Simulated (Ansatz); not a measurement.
**C3H9In (trimethylindium (TMIn)) at 6 levels**

We compute a comparison of 6 runs (HF/def2-SVP, B2PLYP/def2-SVP, B3LYP/def2-SVP, BHLYP/def2-SVP, BLYP/def2-SVP, r2SCAN/def2-SVP) of C3H9In (trimethylindium (TMIn)). 

Program for the calculation: Ansatz 0.2.0.

35 further runs of the same task are left out: 2 that didn't finish, 33 set aside as unsound or not needed.

## (1) Starting point

C3H9In: 13 atoms, total charge 0, spin state singlet. SMILES: `[CH3][In]([CH3])[CH3]`. The C1–H5 distance was set to 1.964 Å, away from the relaxed value. At this shape a bond of the SMILES string is far longer than usual.

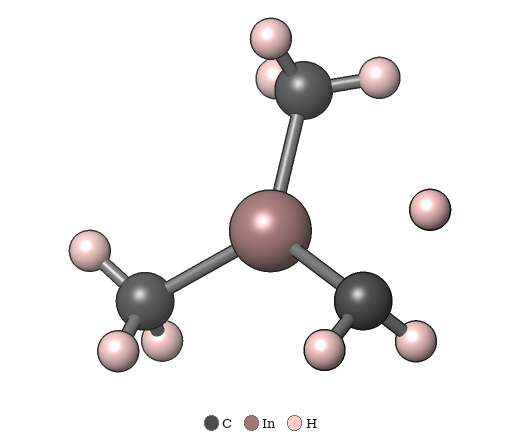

Viewed from a chosen angle; carbon dark grey, indium brown, hydrogen pink.

## (2) The energy at HF/def2-SVP (core potential) (run 1)

File input.yaml:

```yaml
crystal:
  periodic: [false, false, false]
  atoms:
    - {symbol: C, position_ang: [-1.174672, 1.337826, -0.942080]}
    - {symbol: In, position_ang: [-0.660572, -0.563374, -0.046180]}
    - {symbol: C, position_ang: [0.806828, -0.648674, 1.541720]}
    - {symbol: C, position_ang: [-1.625072, -2.378274, -0.722480]}
    - {symbol: H, position_ang: [0.329400, 2.598000, -0.853700]}
    - {symbol: H, position_ang: [-2.013372, 1.779326, -0.396280]}
    - {symbol: H, position_ang: [-1.479972, 1.216926, -1.982580]}
    - {symbol: H, position_ang: [0.607928, -1.478274, 2.221920]}
    - {symbol: H, position_ang: [0.832228, 0.282426, 2.110020]}
    - {symbol: H, position_ang: [1.798728, -0.802774, 1.107320]}
    - {symbol: H, position_ang: [-1.923172, -2.303974, -1.769380]}
    - {symbol: H, position_ang: [-2.527172, -2.550874, -0.128580]}
    - {symbol: H, position_ang: [-0.972472, -3.243774, -0.596380]}
basis:
  gaussian: {orbitals: def2-SVP}
hamiltonian: {xc: hf}
accuracy: high
output: {orbitals: {seedname: orbitals}}
```

The run is started by

```console
ansatz run input.yaml --threads 1 --pin off --max-ram 3480MiB --events-out events.jsonl --progress --plain --runs-dir runs
```

The log of the run:

```text
Warning: RAYON_NUM_THREADS=1 ignored (pool sized by the plan → 1); use --threads N
Functional definition: HF
  name "HF"
  exchange = exact_x
  correlation = 0
2865 factors; integrals over basis functions are off by at most 7.4e-9 eV
mean field evaluation 1: about -8371.5573 eV, gradient 3.5e1 eV
mean field evaluation 2: about -8371.6466 eV, gradient 3.5e1 eV
mean field evaluation 4: about -8375.4667 eV, gradient 3.2e0 eV
mean field evaluation 8: about -8375.5319 eV, gradient 8.1e-4 eV
mean field -8375.53189041 eV, -307.7951198330 hartree, gradient 2.5e-8 eV, S^2 0.000000; 0 other end points of the search recorded, 0 dependent functions left out
reference -8375.53189041 eV, -307.7951198330 hartree; 24, 24 occupied and 89, 89 virtual orbitals, 2865 factors
Total energy: -8375.53189041 eV, -307.7951198330 hartree
```

It took 6.6 s on 1 thread of Arm Neoverse V1, shared host; peak memory 0.41 GiB.

## (3) The energy at B2PLYP/def2-SVP (core potential) (run 2)

File in.yaml:

```yaml
crystal:
  periodic: [false, false, false]
  atoms:
    - {symbol: C, position_ang: [-1.174672, 1.337826, -0.942080]}
    - {symbol: In, position_ang: [-0.660572, -0.563374, -0.046180]}
    - {symbol: C, position_ang: [0.806828, -0.648674, 1.541720]}
    - {symbol: C, position_ang: [-1.625072, -2.378274, -0.722480]}
    - {symbol: H, position_ang: [0.329400, 2.598000, -0.853700]}
    - {symbol: H, position_ang: [-2.013372, 1.779326, -0.396280]}
    - {symbol: H, position_ang: [-1.479972, 1.216926, -1.982580]}
    - {symbol: H, position_ang: [0.607928, -1.478274, 2.221920]}
    - {symbol: H, position_ang: [0.832228, 0.282426, 2.110020]}
    - {symbol: H, position_ang: [1.798728, -0.802774, 1.107320]}
    - {symbol: H, position_ang: [-1.923172, -2.303974, -1.769380]}
    - {symbol: H, position_ang: [-2.527172, -2.550874, -0.128580]}
    - {symbol: H, position_ang: [-0.972472, -3.243774, -0.596380]}
basis:
  gaussian:
    orbitals: def2-SVP
total_charge: 0
hamiltonian:
  xc: {name: B2PLYP}
correlation:
  frozen_orbitals: {C: 1, H: 0, In: 4}
accuracy: high
output: {orbitals: {seedname: orbitals}}
```

The run is started by

```console
ansatz run in.yaml --threads 1 --pin off --max-ram 3480MiB --events-out events.jsonl --progress --plain --runs-dir runs
```

The log of the run, shortened:

```text
Warning: RAYON_NUM_THREADS=1 ignored (pool sized by the plan → 1); use --threads N
Functional definition: B2PLYP
  name "B2PLYP"
[...]
2865 factors; integrals over basis functions are off by at most 7.4e-9 eV
[...]
mean field -8408.62006493 eV, -309.0110878187 hartree, gradient 2.1e-8 eV, S^2 0.000000; 0 other end points of the search recorded, 0 dependent functions left out; unrestricted orbitals would lower it
7 core orbitals not correlated: weight in the atoms' cores, before any rotation towards them, 1.000 or more for the frozen orbitals, at most 0.000 for the correlated occupied ones
reference -8408.62009738 eV, -309.0110890115 hartree; 17, 17 occupied and 89, 89 virtual orbitals, 2865 factors
second order -18.59028079 eV of doubles, -0.00000000 eV of singles
Total energy: -8413.63947320 eV, -309.1955476703 hartree
```

Run time: 22 s. Hardware: 1 thread of Arm Neoverse V1, shared host; peak memory 0.47 GiB.

Runs 3 to 5 aren't shown in full; the table further down has their settings and results.

## (4) A single-point energy at r2SCAN/def2-SVP (core potential) (run 6)

File run.yaml:

```yaml
crystal:
  periodic: [false, false, false]
  atoms:
    - {symbol: C, position_ang: [-1.174672, 1.337826, -0.942080]}
    - {symbol: In, position_ang: [-0.660572, -0.563374, -0.046180]}
    - {symbol: C, position_ang: [0.806828, -0.648674, 1.541720]}
    - {symbol: C, position_ang: [-1.625072, -2.378274, -0.722480]}
    - {symbol: H, position_ang: [0.329400, 2.598000, -0.853700]}
    - {symbol: H, position_ang: [-2.013372, 1.779326, -0.396280]}
    - {symbol: H, position_ang: [-1.479972, 1.216926, -1.982580]}
    - {symbol: H, position_ang: [0.607928, -1.478274, 2.221920]}
    - {symbol: H, position_ang: [0.832228, 0.282426, 2.110020]}
    - {symbol: H, position_ang: [1.798728, -0.802774, 1.107320]}
    - {symbol: H, position_ang: [-1.923172, -2.303974, -1.769380]}
    - {symbol: H, position_ang: [-2.527172, -2.550874, -0.128580]}
    - {symbol: H, position_ang: [-0.972472, -3.243774, -0.596380]}
basis:
  gaussian: {orbitals: def2-SVP}
hamiltonian: {xc: {name: r2SCAN}}
output: {orbitals: {seedname: orbitals}}
total_charge: 0
accuracy: high
```

The run is started by

```console
ansatz run run.yaml --threads 1 --pin off --max-ram 3480MiB --events-out events.jsonl --progress --plain --runs-dir runs
```

The log of the run:

```text
Warning: RAYON_NUM_THREADS=1 ignored (pool sized by the plan → 1); use --threads N
Functional definition: r2SCAN
  name "r2SCAN"
  parameter k0 = 0.174
  parameter k1 = 0.065
  parameter a1 = 4.9479
  exchange = r2scan_x(k0 = k0, k1 = k1, a1 = a1)
  correlation = r2scan_c
2865 factors; integrals over basis functions are off by at most 7.4e-9 eV
mean field evaluation 1: about -8404.8823 eV, gradient 8.6e1 eV
mean field evaluation 2: about -8380.8043 eV, gradient 1.1e2 eV
mean field evaluation 4: about -8423.5613 eV, gradient 2.1e1 eV
mean field evaluation 8: about -8425.1002 eV, gradient 3.0e-1 eV
mean field evaluation 16: about -8425.1005 eV, gradient 8.5e-6 eV
mean field -8425.10046664 eV, -309.6167314109 hartree, gradient 4.3e-8 eV, S^2 0.000000; 0 other end points of the search recorded, 0 dependent functions left out
reference -8425.10046782 eV, -309.6167314541 hartree; 24, 24 occupied and 89, 89 virtual orbitals, 2865 factors
Total energy: -8425.10046782 eV, -309.6167314541 hartree
```

It took 23 s on 1 thread of Arm Neoverse V1, shared host; peak memory 0.45 GiB.

## (5) Overview of the runs

```
run                             level  frozen core orbitals  energy (Eh)  HOMO energy (eV)  LUMO energy (eV)  HOMO–LUMO gap (eV)  wall time
  1      HF/def2-SVP (core potential)                     –  -307.795120             -9.31              1.40               10.71      6.6 s
  2  B2PLYP/def2-SVP (core potential)                     7  -309.195548             -7.80             -0.39                7.41       22 s
  3   B3LYP/def2-SVP (core potential)                     –  -309.702893             -6.71             -1.82                4.90       15 s
  4   BHLYP/def2-SVP (core potential)                     –  -309.455570             -7.88             -0.68                7.20       18 s
  5    BLYP/def2-SVP (core potential)                     –  -309.499560             -5.67             -2.36                3.31       12 s
  6  r2SCAN/def2-SVP (core potential)                     –  -309.616731             -6.08             -2.34                3.74       23 s
```

## (6) Results

```
            quantity          value
 run 6: total energy  -309.61673 Eh
  run 6: HOMO energy       -6.08 eV
  run 6: LUMO energy       -2.34 eV
run 6: HOMO–LUMO gap        3.74 eV
```

The HOMO–LUMO gap runs from 3.31 eV (BLYP/def2-SVP) to 10.71 eV (HF/def2-SVP). Exact exchange widens orbital gaps. Totals of different functionals can't be ranked against each other. In run 2 the log says that unrestricted orbitals would lower the reference, so the values rest on an unstable closed-shell determinant (other closed-shell runs at this shape may share the fault). All runs together took 97 s, the longest 23 s.
